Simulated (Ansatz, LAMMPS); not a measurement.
# Structural relaxation of glassy CaAl2Si6O16 (100 atoms), part 3 of 3

How does glassy CaAl2Si6O16 (100 atoms) relax, and what do bonds, charges and levels look like afterwards?

Ansatz 0.2.0; Kohn-Sham DFT, r2SCAN, PAW (set soft_2), plane waves.

The cell: 8 Al, 4 Ca, 64 O and 24 Si. The quench rate of 10 K/ps is orders of magnitude faster than experiment. The network of bonds at the start is that of the classical potential that made the cell. The Brillouin zone is sampled at Γ only, in a cell whose shortest periodic width is 11 Å.

So far, density (g/cm³): step 5 (local order after relaxation) 2.61.

### Step 6. Single point at the relaxed geometry

One more single point at the end of the walk gives the fuller output and checks the residual forces.

input.yaml

```yaml
crystal:
  lattice:
    - [10.9699, 0.0, 0.0]
    - [0.0, 10.9699, 0.0]
    - [0.0, 0.0, 10.9699]
  atoms:
    - { symbol: Al, position: [0.18601, 0.69841, 0.41963] }
    - { symbol: Al, position: [0.07523, 0.35577, 0.54334] }
    - { symbol: Al, position: [0.24308, 0.26974, 0.69178] }
    - { symbol: Al, position: [0.87978, 0.85857, 0.91453] }
    - { symbol: Al, position: [0.61939, 0.69398, 0.88935] }
    - { symbol: Al, position: [0.09699, 0.06894, 0.52415] }
    - { symbol: Al, position: [0.87245, 0.02884, 0.15048] }
    - { symbol: Al, position: [0.77598, 0.75339, 0.10273] }
    - { symbol: Ca, position: [0.56083, 0.61013, 0.19824] }
    - { symbol: Ca, position: [0.38929, 0.56966, 0.85192] }
    - { symbol: Ca, position: [0.47838, 0.72447, 0.57509] }
    - { symbol: Ca, position: [0.78821, 0.24795, 0.52461] }
    - { symbol: O, position: [0.92999, 0.40709, 0.58831] }
    - { symbol: O, position: [0.79746, 0.62751, 0.45908] }
    - { symbol: O, position: [0.96423, 0.44683, 0.2168] }
    - { symbol: O, position: [0.22219, 0.77091, 0.02732] }
    - { symbol: O, position: [0.06086, 0.34178, 0.9823] }
    - { symbol: O, position: [0.16738, 0.13271, 0.92464] }
    - { symbol: O, position: [0.01338, 0.48048, 0.79221] }
    - { symbol: O, position: [0.59988, 0.6116, 0.74792] }
    - { symbol: O, position: [0.51459, 0.81059, 0.85505] }
    - { symbol: O, position: [0.36196, 0.17081, 0.67222] }
    - { symbol: O, position: [0.27362, 0.56457, 0.42267] }
    - { symbol: O, position: [0.6451, 0.80548, 0.17969] }
    - { symbol: O, position: [0.96045, 0.18882, 0.82781] }
    - { symbol: O, position: [0.39231, 0.20161, 0.94138] }
    - { symbol: O, position: [0.73651, 0.44252, 0.33838] }
    - { symbol: O, position: [0.11817, 0.21033, 0.60365] }
    - { symbol: O, position: [0.1025, 0.2267, 0.21866] }
    - { symbol: O, position: [0.08822, 0.37415, 0.39366] }
    - { symbol: O, position: [0.36849, 0.92173, 0.67184] }
    - { symbol: O, position: [0.75066, 0.19647, 0.93013] }
    - { symbol: O, position: [0.55815, 0.21854, 0.37311] }
    - { symbol: O, position: [0.4197, 0.37937, 0.47808] }
    - { symbol: O, position: [0.38387, 0.42035, 0.01266] }
    - { symbol: O, position: [0.13114, 0.95196, 0.62722] }
    - { symbol: O, position: [0.26674, 0.77143, 0.53933] }
    - { symbol: O, position: [0.55443, 0.97364, 0.03359] }
    - { symbol: O, position: [0.77727, 0.36444, 0.113] }
    - { symbol: O, position: [0.85557, 0.85045, 0.51079] }
    - { symbol: O, position: [0.72002, 0.05021, 0.43604] }
    - { symbol: O, position: [0.89391, 0.96565, 0.29494] }
    - { symbol: O, position: [0.78603, 0.6054, 0.1676] }
    - { symbol: O, position: [0.50856, 0.03989, 0.53054] }
    - { symbol: O, position: [0.34563, 0.97471, 0.93113] }
    - { symbol: O, position: [0.20409, 0.75826, 0.27326] }
    - { symbol: O, position: [0.93866, 0.0816, 0.49948] }
    - { symbol: O, position: [0.5303, 0.03794, 0.78677] }
    - { symbol: O, position: [0.57562, 0.28203, 0.05404] }
    - { symbol: O, position: [0.41138, 0.82935, 0.16814] }
    - { symbol: O, position: [0.35156, 0.60899, 0.15266] }
    - { symbol: O, position: [0.77839, 0.45772, 0.77475] }
    - { symbol: O, position: [0.65885, 0.4476, 0.57737] }
    - { symbol: O, position: [0.17018, 0.05804, 0.37934] }
    - { symbol: O, position: [0.0341, 0.69104, 0.46392] }
    - { symbol: O, position: [0.17357, 0.57414, 0.92146] }
    - { symbol: O, position: [0.53851, 0.38637, 0.82185] }
    - { symbol: O, position: [0.21878, 0.4067, 0.59651] }
    - { symbol: O, position: [0.39301, 0.55697, 0.64102] }
    - { symbol: O, position: [0.86791, 0.88346, 0.07632] }
    - { symbol: O, position: [0.76252, 0.74343, 0.93781] }
    - { symbol: O, position: [0.44414, 0.4096, 0.24255] }
    - { symbol: O, position: [0.01309, 0.77382, 0.89821] }
    - { symbol: O, position: [0.53404, 0.99178, 0.28755] }
    - { symbol: O, position: [0.83393, 0.98431, 0.83502] }
    - { symbol: O, position: [0.89927, 0.6442, 0.66062] }
    - { symbol: O, position: [0.22075, 0.76645, 0.77963] }
    - { symbol: O, position: [0.55003, 0.60451, 0.99487] }
    - { symbol: O, position: [0.56632, 0.61078, 0.41745] }
    - { symbol: O, position: [0.96962, 0.11516, 0.05846] }
    - { symbol: O, position: [0.3249, 0.22197, 0.31907] }
    - { symbol: O, position: [0.20132, 0.43301, 0.18163] }
    - { symbol: O, position: [0.75687, 0.17369, 0.69365] }
    - { symbol: O, position: [0.23005, 0.36539, 0.81949] }
    - { symbol: O, position: [0.27306, 0.08355, 0.13777] }
    - { symbol: O, position: [0.74409, 0.1271, 0.16029] }
    - { symbol: Si, position: [0.90307, 0.7081, 0.52292] }
    - { symbol: Si, position: [0.32847, 0.48541, 0.53145] }
    [... 16 atom lines left out ...]
    - { symbol: Si, position: [0.68521, 0.53398, 0.45067] }
    - { symbol: Si, position: [0.81895, 0.4665, 0.20882] }
    - { symbol: Si, position: [0.14845, 0.72628, 0.906] }
    - { symbol: Si, position: [0.53767, 0.90635, 0.1655] }
    - { symbol: Si, position: [0.85506, 0.97931, 0.43331] }
    - { symbol: Si, position: [0.43767, 0.3062, 0.35314] }
kpoints:
  mp_grid: { grid: [1, 1, 1] }
hamiltonian:
  xc: r2scan
scf:
  occupations: { method: fixed }
output:
  forces: true
  stress: true
  populations: true
  dos:
    method: { smearing: { sigma: 0.08 } }
    de: 0.1
    projected: { site_lists: { Al: [Al], Ca: [Ca], O: [O], Si: [Si] } }
  eigenvalues: true
  write_density: true
  write_potential: true
  volumetric_format: npy
  elf: true
```

Launch:

```console
ansatz run input.yaml --threads 4 --pin off --max-ram 8192MiB --backend cpu --events-out ev --progress --plain --runs-dir out
```

Numbers of over 12 decimals in the logs are rounded to 6 here.

The log of the run:

```text
[...]
Crystal: 100 atoms, lattice volume = 1320.104 Å³
Basis set: ecut = 500 eV, 33401 PW (Γ), exchange–correlation on 324×324×324 points (64 copies of the dense FFT grid, shifted against one another)
Bands: 372, of which v1, the nominal top of the filled ones, is band 272 counted from 1 (271 counted from 0)
Symmetry: 1 space group operations
[...]
k-points: 1
[...]
SCF iter   1: F=—  HF=-63466.449664 eV  |F-HF|=—  |Δ(HF+E_count)|=         —  Δρ=7.64e-3  dr2=8.41e-1  dr2_τ=7.61e0  ethr=1.77e-3  ⟨swp⟩=5.0  Hψ=1458  notcnv=0  defer=96
[...]
SCF iter   9: F=-63469.255704 eV  HF=-63469.255704 eV  |F-HF|=1.27e-8  |Δ(HF+E_count)|=   9.48e-8  Δρ=2.51e-6  dr2=8.85e-8  dr2_τ=8.27e-9  ethr=1.84e-11  ⟨swp⟩=23.0  Hψ=3964  notcnv=0
SCF 1 converged in 9 iterations: F = -63469.255704 eV  dr2 = 8.85e-8
[...]
SCF converged after 9 iterations
Free energy (F): -63469.255704 eV
[...]
Internal energy: -63469.255704 eV  (E = F + TS)
E sigma→0 (E₀):  -63469.255704 eV
Fermi energy:    3.495337 eV
[...]
--- Forces (eV/Å), atoms counted from 1 ---
  atom   1  Al    -0.00117347     0.00274009    -0.00083241
  atom   2  Al    -0.00221752    -0.00305580     0.00264538
  atom   3  Al     0.00060517    -0.00157451     0.00250060
  atom   4  Al     0.00554745     0.00352494    -0.00621159
  atom   5  Al    -0.00154185    -0.00127344    -0.00178058
  atom   6  Al    -0.00533334    -0.00129398    -0.00044620
  atom   7  Al     0.01022185     0.00375445     0.00545501
  atom   8  Al    -0.00033024     0.00639175     0.00520824
  atom   9  Ca     0.01615577    -0.00302181    -0.00554926
  atom  10  Ca    -0.00442856     0.00392740     0.00893297
  atom  11  Ca     0.00342781     0.00405125     0.00044115
  atom  12  Ca     0.00305622    -0.00287039     0.00514464
  atom  13  O      0.00161145    -0.00046308    -0.00214629
  atom  14  O     -0.00042253    -0.00239959     0.00132786
[...]
atom  99  Si     0.00117561     0.00001176    -0.00012701
  atom 100  Si    -0.00233336    -0.00923795    -0.00382425
  max |Σ_I F_I| component: 2.06e-4 eV/Å
--- Stress (GPa, compression-positive) ---
        0.286472       1.819133       2.603263
        1.819103      -3.691533       2.438448
        2.603286       2.438390      -4.272557
  P = ⅓ Tr σ = -2.5592 GPa (-25.592 kbar)
--- Band table (eV) ---
[...]
--- Löwdin populations: 100 sites ---
  site symbol       q [e]
     0     Al      1.5677
     1     Al      1.5732
     2     Al      1.5458
[...]
99     Si      2.1607
  spilling = 0.012720 (of n_electrons = 544.000000)
```

Wall time 58 s (4 threads of Arm Neoverse V2, shared host); peak memory 3.4 GiB.

Numbers from this run:

| Quantity | Value |
| --- | --- |
| free energy | -63469.2557 eV |
| free energy per atom | -634.6926 eV/atom |
| SCF cycles | 9 |
| pressure | -2.559 GPa |
| r.m.s. force component | 0.00344 eV/Å |
| longest force | 0.01735 eV/Å |
| Fermi energy | 3.495 eV |
| gap (highest filled to lowest empty level) | 4.301 eV |
| spilling of the projection | 0.01272 |

Löwdin charges by element and coordination (they lack the spilled electrons, 0.069 e an atom on average):

| element | coordination | atoms | mean charge (e) | spread | least | most |
| --- | --- | --- | --- | --- | --- | --- |
| Al | all | 8 | 1.43 | 0.048 | 1.30 | 1.47 |
| Ca | all | 4 | 1.82 | 0.0028 | 1.81 | 1.82 |
| Ca | 5 | 2 | 1.82 | 0.0012 | 1.82 | 1.82 |
| Ca | 6 | 2 | 1.82 | 0.0034 | 1.81 | 1.82 |
| O | all | 64 | -0.864 | 0.0618 | -1.13 | -0.795 |
| O | 2 | 43 | -0.842 | 0.0392 | -1.03 | -0.795 |
| O | 3 | 20 | -0.908 | 0.076 | -1.13 | -0.814 |
| O | 4 | 1 | -0.922 | 0 | -0.922 | -0.922 |
| Si | all | 24 | 1.81 | 0.0279 | 1.71 | 1.85 |

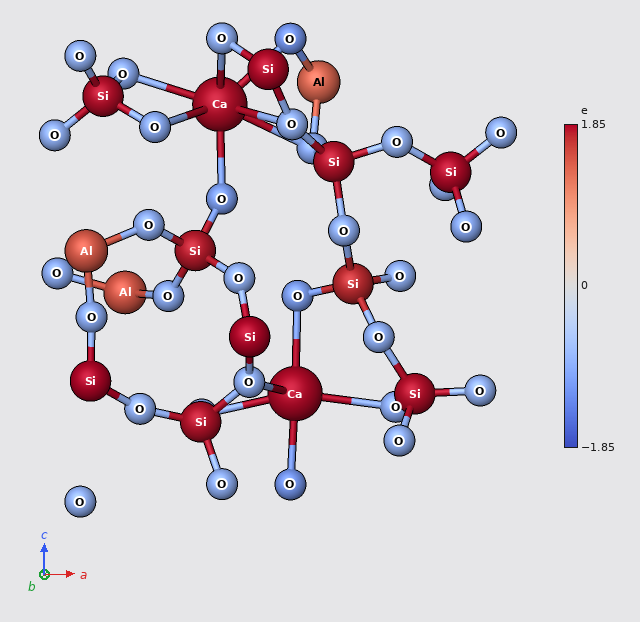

Atoms coloured by Löwdin charge. Drawn is a slice 4 Å thick, seen along the normal of the ac plane. Bonds to atoms that aren't drawn are left out.

States in the cell by windows of 1 eV, zero at the Fermi level; the larger projections on atomic orbitals stand beside the total:

| from (eV) | to (eV) | total | O p | Si p |
| --- | --- | --- | --- | --- |
| -14 | -11 | 0.0 | 0.0 | 0.0 |
| -11 | -10 | 4.0 | 2.7 | 0.2 |
| -10 | -9 | 11.8 | 8.1 | 0.6 |
| -9 | -8 | 13.5 | 9.5 | 1.1 |
| -8 | -7 | 15.6 | 11.5 | 1.8 |
| -7 | -6 | 38.2 | 29.5 | 5.9 |
| -6 | -5 | 30.1 | 23.7 | 3.5 |
| -5 | -4 | 45.7 | 38.3 | 3.2 |
| -4 | -3 | 63.8 | 57.4 | 2.4 |
| -3 | -2 | 73.1 | 68.3 | 1.7 |
| -2 | -1 | 64.2 | 61.5 | 0.8 |
| -1 | 0 | 21.3 | 20.3 | 0.2 |
| 0 | 1 | 2.7 | 2.6 | 0.0 |
| 1 | 4 | 0.0 | 0.0 | 0.0 |
| 4 | 5 | 2.0 | 0.0 | 0.1 |

The curve was stored every 0.10 eV, coarse against its broadening of 0.08 eV, so these counts are rough.

With fixed occupations the program's Fermi level is the highest filled level; weight inside the gap is the broadening of levels at its edges.

Between -26 and -14 eV lie 152 more states.

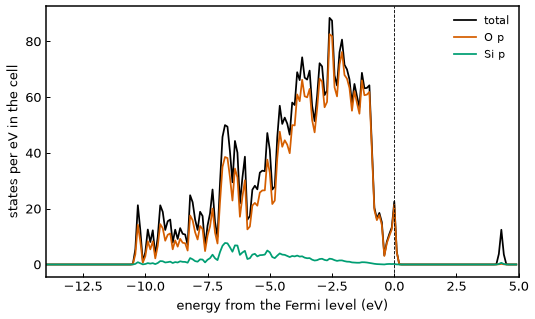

Total and projected density of states, with the broadening of the input.

The levels nearest the highest filled one (over half full), pooled over k-points and spins:

| level less the highest filled one (eV) | occupation |
| --- | --- |
| -0.733 | 2 |
| -0.607 | 2 |
| -0.509 | 2 |
| -0.238 | 2 |
| -0.0398 | 2 |
| 0 | 2 |
| 4.30 | 0 |
| 5.48 | 0 |
| 5.70 | 0 |
| 5.85 | 0 |
| 5.90 | 0 |
| 5.97 | 0 |

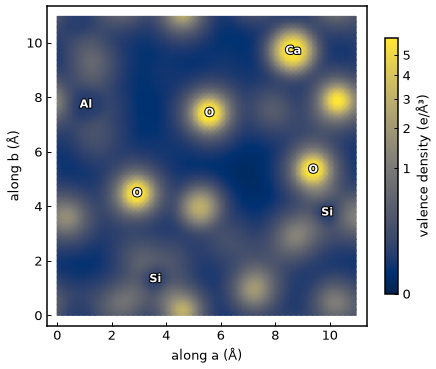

Valence density in the ab plane at fractional z = 0.523, with atoms of Al and Ca and O and Si within 0.2 Å of it. It is the smooth field of the valence electrons, not physical close to the nuclei. The map starts off the cell's origin, so that atoms lie inside it. The colour scale is stretched toward low values.

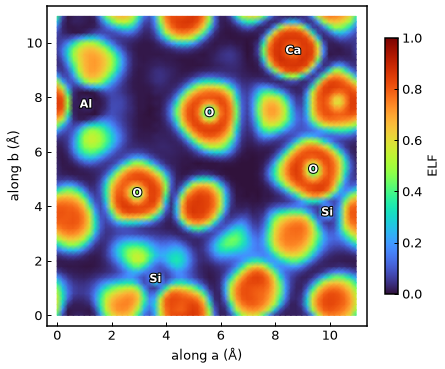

ELF in the ab plane at fractional z = 0.523, with atoms of Al and Ca and O and Si within 0.2 Å of it. It is the smooth field of the valence electrons, not physical close to the nuclei. The map starts off the cell's origin, so that atoms lie inside it.

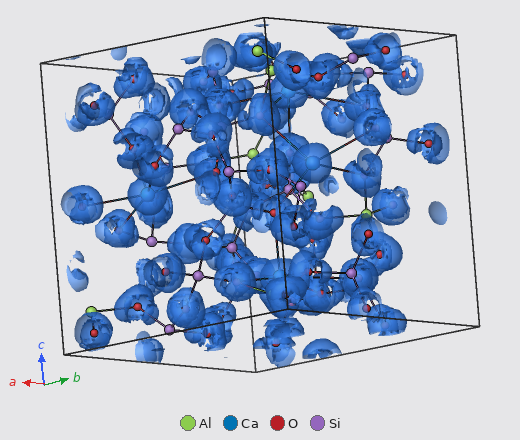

Surface of ELF = 0.81.

Mean Löwdin charges: Al +1.43, Ca +1.82, O -0.86, Si +1.81 e (they miss 1.3 % of the electrons, so they add up to more than the cell's charge).

A closer look about O20, which has 4 bonded neighbours where the commonest count for O is 2: 11 atoms, nearest first, numbered in the order of the input, with positions taken from that point.

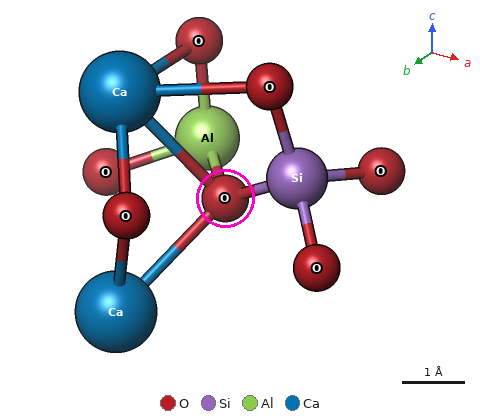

The atoms of the table, within 2.8 Å (arrows a, b, c point along x, y, z); some may hide others; the central atom is ringed.

| atom | x | y | z | distance (Å) | bonds | Löwdin charge (e) |
| --- | --- | --- | --- | --- | --- | --- |
| O20 | 0.00 | 0.00 | 0.00 | 0.00 | 4 | -0.92 |
| Si84 | 0.41 | -1.56 | -0.19 | 1.63 | 4 | 1.80 |
| Al5 | 0.21 | 0.90 | 1.55 | 1.81 | 4 | 1.30 |
| O52 | 1.96 | -1.69 | 0.29 | 2.60 | 2 | -0.79 |
| Ca10 | -2.31 | -0.46 | 1.14 | 2.62 | 6 | 1.81 |
| O59 | -2.27 | -0.60 | -1.17 | 2.62 | 3 | -1.05 |
| Ca11 | -1.33 | 1.24 | -1.90 | 2.63 | 5 | 1.82 |
| O21 | -0.94 | 2.18 | 1.18 | 2.65 | 2 | -0.90 |
| O53 | 0.65 | -1.80 | -1.87 | 2.67 | 3 | -0.84 |
| O57 | -0.67 | -2.47 | 0.81 | 2.69 | 3 | -0.81 |
| O68 | -0.55 | -0.08 | 2.71 | 2.76 | 3 | -1.13 |

The column of bonds counts only the pairs O-Si within 2.12 Å, O-Al within 2.23 Å, O-Ca within 2.83 Å; other neighbours, such as metal atoms beside each other in a compound, aren't counted, and periodic images can show an atom twice.

### Step 7. Other settings

Changed here: basis.ecutrho_ratio = 9, basis.precision = "f64", scf.eigensolver.kind = "davidson" and scf.lower_state_search = "standard".

input.yaml

```yaml
crystal:
  lattice:
    - [10.9699, 0.0, 0.0]
    - [0.0, 10.9699, 0.0]
    - [0.0, 0.0, 10.9699]
  atoms:
    [... the 100 atom lines of step 3 ...]
kpoints:
  mp_grid: { grid: [1, 1, 1] }
hamiltonian:
  xc: r2scan
scf:
  occupations: { method: fixed }
  lower_state_search: standard
  eigensolver: { kind: davidson }
output:
  forces: true
  stress: true
  populations: intrinsic
  dos:
    method: { smearing: { sigma: 0.15 } }
    de: 0.1
    projected: { site_lists: { Al: [Al], Ca: [Ca], O: [O], Si: [Si] } }
  eigenvalues: true
basis:
  ecutrho_ratio: 9
  precision: f64
```

The log of the run:

```text
[...]
davidson cushion auto → on  (no smearing: the cushion is to keep the highest requested band from converging to the state above it; pin scf.eigensolver.cushion to override)
Crystal: 100 atoms, lattice volume = 1320.104 Å³
Basis set: ecut = 500 eV, 33401 PW (Γ), exchange–correlation on 500×500×500 points (64 copies of the dense FFT grid, shifted against one another)
Bands: 372, of which v1, the nominal top of the filled ones, is band 272 counted from 1 (271 counted from 0)
Symmetry: 1 space group operations
[...]
k-points: 1
[...]
SCF iter   1: F=-63460.916137 eV  HF=-63458.601362 eV  |F-HF|=2.31e0  |Δ(HF+E_count)|=         —  Δρ=8.09e-3  dr2=9.91e-1  dr2_τ=7.93e0  ethr=1.77e-3  ⟨swp⟩=10.0  Hψ=2325  notcnv=0
[...]
SCF iter   9: F=-63461.429767 eV  HF=-63461.429767 eV  |F-HF|=6.18e-8  |Δ(HF+E_count)|=   5.76e-7  Δρ=4.87e-6  dr2=3.04e-7  dr2_τ=3.22e-8  ethr=3.32e-10  ⟨swp⟩=4.0  Hψ=960  notcnv=0
SCF iter  10: F=-63461.429767 eV  HF=-63461.429767 eV  |F-HF|=6.74e-9  |Δ(HF+E_count)|=   4.36e-8  Δρ=1.76e-6  dr2=4.31e-8  dr2_τ=4.60e-9  ethr=5.59e-11  ⟨swp⟩=4.0  Hψ=1050  notcnv=0
SCF 1 converged in 10 iterations: F = -63461.429767 eV  dr2 = 4.31e-8
  Residual-converged pass: ⟨swp⟩=3.0  Hψ=720  notcnv=0  max |occ|·‖R‖ = 6.6e-6 eV (tolerance 6.7e-6 eV)  dr2=4.29e-8  dr2_τ=4.66e-9  dr2_onsite=1.98e-9  max |Δocc| = 0.0e0
[...]
SCF converged after 10 iterations
Free energy (F): -63461.429767 eV
[...]
Internal energy: -63461.429767 eV  (E = F + TS)
E sigma→0 (E₀):  -63461.429767 eV
Fermi energy:    3.971111 eV
[...]
Σ components = -63461.429767   (vs F -63461.429767, Δ=0.00e0)
--- Forces (eV/Å), atoms counted from 1 ---
  atom   1  Al    -1.75206101    -0.06148032     1.86410144
  atom   2  Al     3.16504845     0.99628922    -1.55554461
  atom   3  Al     2.37186737    -0.07181695    -0.25374587
  atom   4  Al    -1.76419829     1.20713427     0.34725676
[...]
atom 100  Si    -0.19752550     1.85027345     1.10444330
  max |Σ_I F_I| component: 1.25e-4 eV/Å
--- Stress (GPa, compression-positive) ---
        3.480939       1.034955       2.765817
        1.034938      -2.928694       2.425481
        2.765813       2.425477      -2.947022
  P = ⅓ Tr σ = -0.7983 GPa (-7.983 kbar)
--- Band table (eV) ---
[...]
--- intrinsic populations: 100 sites ---
  site symbol       q [e]
     0     Al      1.5897
     1     Al      1.6008
     2     Al      1.5221
[...]
99     Si      2.1896
  spilling = 0.000000 (of n_electrons = 544.000000)
```

It took 4.7 min on 4 threads; peak memory 7.2 GiB; 18 min of CPU time.

Geometry and reference: those of the single point at the start.

Forces differ from those of the single point at the start by 0.013 meV/Å r.m.s., 0.001 % of their size. It took 3.7 times the reference's time (shared host, so rough).

### Step 8. Results

- energy change in the relaxation: -78.26 meV/atom
- r.m.s. displacement: 0.233 Å
- largest displacement: 0.657 Å
- free energy per atom: -634.6926 eV/atom
- pressure: -2.559 GPa
- r.m.s. force component: 0.00344 eV/Å
- gap (highest filled to lowest empty level): 4.301 eV
- wall time of the 4 DFT runs: 16 min

**Reading.** Relaxation lowers the energy by 78.3 meV/atom and moves atoms by 0.23 Å r.m.s.; the r.m.s. force component goes from 1.3 to 0.0034 eV/Å, the pressure goes from -0.80 to -2.6 GPa, and the gap from 3.57 to 4.30 eV. By the final cutoffs 3 of 152 bonded pairs parted and 1 joined. From the first step to the last the energy fell by 7.826 eV, and the largest move was 0.66 Å (Ca11). The O-Ca bonds change most in mean length: from 2.501 Å (spread 0.146) to 2.438 Å (spread 0.158), and their number from 24 to 22. Counting bonds as in the table, all Al atoms have 4, 50 % of Ca atoms have 5 and as many 6, 67 % of O atoms have 2 and all Si atoms have 4 bonded neighbours. 88 % of the oxygens bridge two formers (Si and Al) and 6 % are non-bridging; 6 % join three. The highest filled and lowest empty levels differ by 4.30 eV (at Γ alone); a semilocal functional tends to put such gaps too low. In a disordered cell it changes from sample to sample, and tail or defect levels can set it.

Caveats: The starting topology of bonds comes from the classical model; in DFT 3 of its 152 bonded pairs passed out of the cutoffs and 1 came within them. The stress is far from hydrostatic: its diagonal is 0.3, -3.7, -4.3 GPa, compression counted positive. The pressure of -2.6 GPa shows the cell to be stretched for this functional.

Calculation beside experiment:

| quantity | measured | this cell | difference | method of the measurement |
| --- | --- | --- | --- | --- |
| nearest Ca–O distance | 2.32 Å | 2.41 Å | +3.9 % | high-energy XRD, PDF Gaussian fit |
| number of O about Ca | 5.3 | 5.5 | +3.8 % | high-energy XRD, PDF Gaussian fit |

The cell differs from the measured distances by up to 3.9 % and neighbour counts by up to 3.8 %. Distances of this cell are positions of the first main peak of g(r), or bond means where the peak is narrow; means over all bonds within a cutoff lie farther out for broad shells. The network comes from the model that made the cell; in DFT 3 of its 152 bonded pairs passed out of the cutoffs and 1 came within them. Our coordination numbers hang on a cutoff, and experiments count neighbours in their own ways.

[Logs are printed without paths, hosts, clocks, repeated set-up lines and the standing remarks that a program may print on its own settings, such as how far it seeks lower states.]

[Hosts, paths, dates, database ids (printed as entryN), source tags and the programs' standing remarks are cut or masked in the printed files.]
